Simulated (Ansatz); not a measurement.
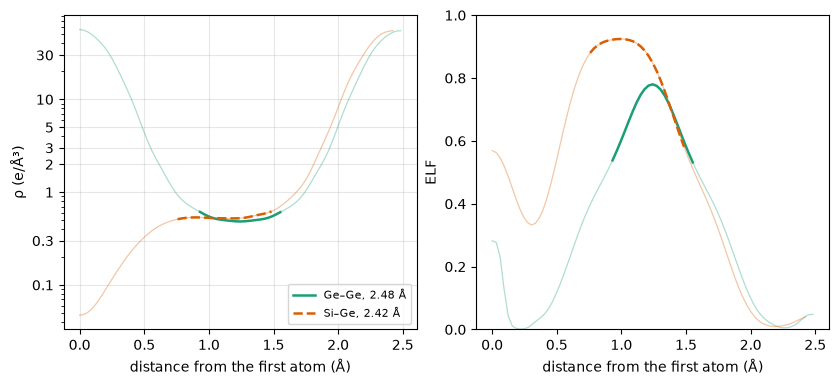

The picture shows: Si2Ge3. Valence electron density and ELF along straight lines between neighbouring atoms. Thin, pale parts lie inside the atomic spheres.

Space group I-4; a generated structure, not necessarily the stable one.

These are results of DFT PBE, scalar-relativistic, plane waves, PAW in Ansatz, not measurements.

In a PAW calculation such maps are meaningful between the atoms, not at the nuclei.

Q: What can be read from the curves?

A: Ge–Ge (2.48 Å): the density is about 0.48 e/Å³ at the midpoint; the ELF peaks at about 0.80 between the atoms, as expected for a shared electron pair.
Si–Ge (2.42 Å): ρ at the midpoint is about 0.52 e/Å³; the ELF peaks at about 0.90 between the atoms, as expected for a covalent bond.
